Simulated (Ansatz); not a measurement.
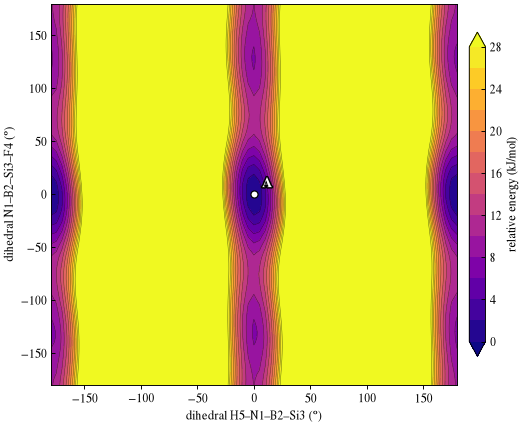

BFH5NSi, SMILES NB[SiH2]F. First axis: dihedral H5–N1–B2–Si3. Second axis: dihedral N1–B2–Si3–F4. Nothing is relaxed (all other coordinates rigid). The grid has 18 × 18 points. Energies are in kJ/mol, from the lowest grid point. Level of theory: RKS BHLYP-D4/def2-SVP in Ansatz 0.2.0.

Drawn: filled contours, one colour for all values above the top of the scale, the point A. Between grid points the surface is interpolated.

### What is the easiest way out of the well at A, and how high is the barrier?

The easiest path leads from the well at dihedral H5–N1–B2–Si3 = 0°, dihedral N1–B2–Si3–F4 = 0° to its copy one period on. Its highest point lies about 11 kJ/mol above the bottom of the first well on the interpolated surface, at about dihedral H5–N1–B2–Si3 = 0°, dihedral N1–B2–Si3–F4 = −70°. This is the barrier on the constrained surface; relaxing the other coordinates would change it. On the way the path dips through a shallower well, about 3.4 kJ/mol deep.

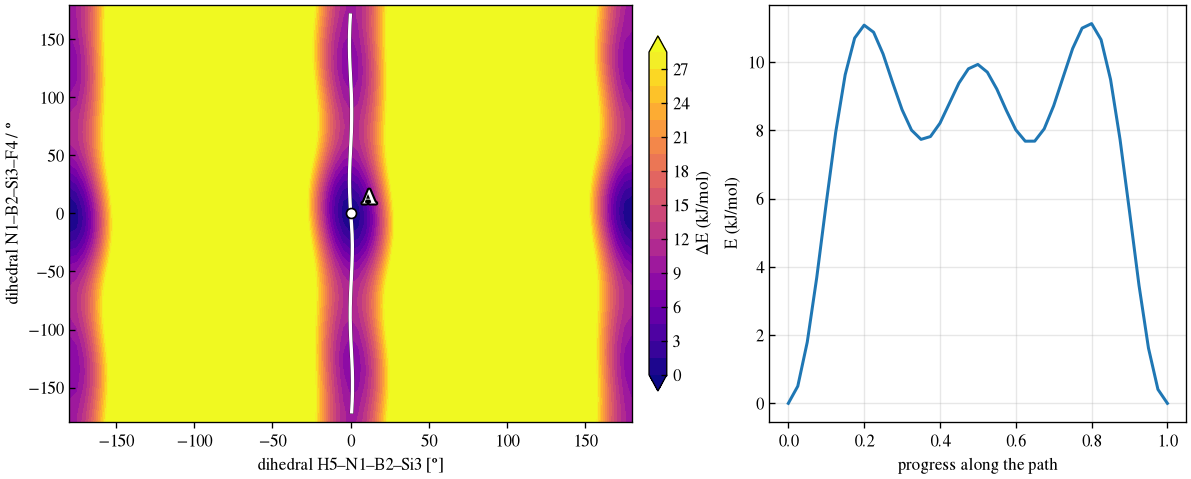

Drawn: filled contours, a line along the lowest path, one colour for all values above the top of the scale, the energy along the path at the right. Between grid points the surface is interpolated.
